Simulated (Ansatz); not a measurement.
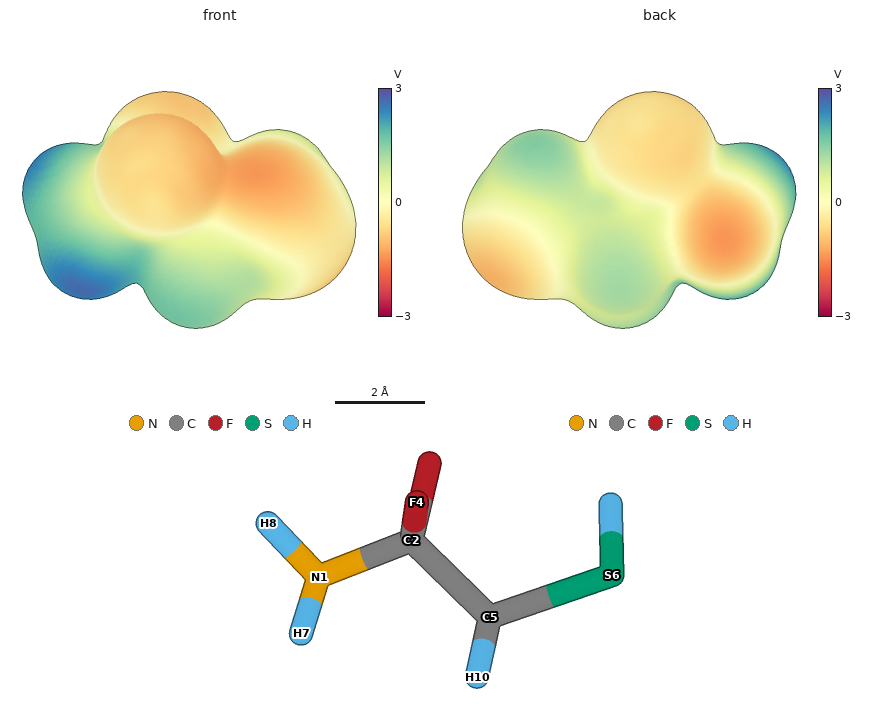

The picture shows: C2H5F2NS (SMILES NC(F)(F)CS). The electrostatic potential painted on the density surface at 0.004 e/bohr³, seen from the front and from behind; the colour scale runs from red (negative) to blue (positive). The bare structure is drawn below in the same view.

The calculation used RKS PBE-D4/def2-SVP (Ansatz).

```yaml
atoms:
  - { symbol: N, position_ang: [-1.5296, -0.6540, 0.0918] }
  - { symbol: C, position_ang: [-0.1188, -0.5354, 0.1042] }
  - { symbol: F, position_ang: [0.3177, -0.8409, 1.3730] }
  - { symbol: F, position_ang: [0.5082, -1.4583, -0.7237] }
  - { symbol: C, position_ang: [0.3366, 0.8767, -0.2718] }
  - { symbol: S, position_ang: [2.1417, 1.1285, -0.2275] }
  - { symbol: H, position_ang: [-1.9052, -0.4538, -0.8414] }
  - { symbol: H, position_ang: [-1.8024, -1.6096, 0.3542] }
  - { symbol: H, position_ang: [-0.1862, 1.5959, 0.3880] }
  - { symbol: H, position_ang: [0.0310, 1.0882, -1.3160] }
  - { symbol: H, position_ang: [2.2725, 0.8061, 1.0896] }
```

> Describe the electrostatic potential map.

The most negative region (about −1.4 V) lies over N1 and S6, the most positive (about +2.6 V) over H7.
